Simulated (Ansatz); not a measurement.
# HfS2, response to strain

The parent structure is HfS2 in the CdI2 type structure (space group P-3m1, No. 164; a = 3.547 Å, c = 5.577 Å; layered, stacked along the Cartesian z axis). Axes: x lies along a and z along c of the hexagonal cell.

Strains are applied to the cell and any free atomic positions relax; under biaxial strain the out-of-plane vector relaxes too.

Method: Kohn–Sham DFT with the PBEsol-D3(BJ) functional, run in Ansatz (a first-principles code) with PAW and 420 eV plane waves, no spin-orbit coupling.

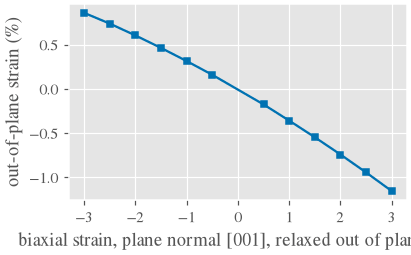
Out-of-plane strain against biaxial strain, plane normal [001], relaxed out of plane

Task: From the plot, what is the out-of-plane strain for biaxial strain −2.50 %, plane normal [001], relaxed out of plane?

Result: About 0.7 %.

Task: Is the trend monotonic over the range shown?

Result: Yes, it falls throughout, spanning -1.16 % to +0.86 %.

No phonon test of stability was made.
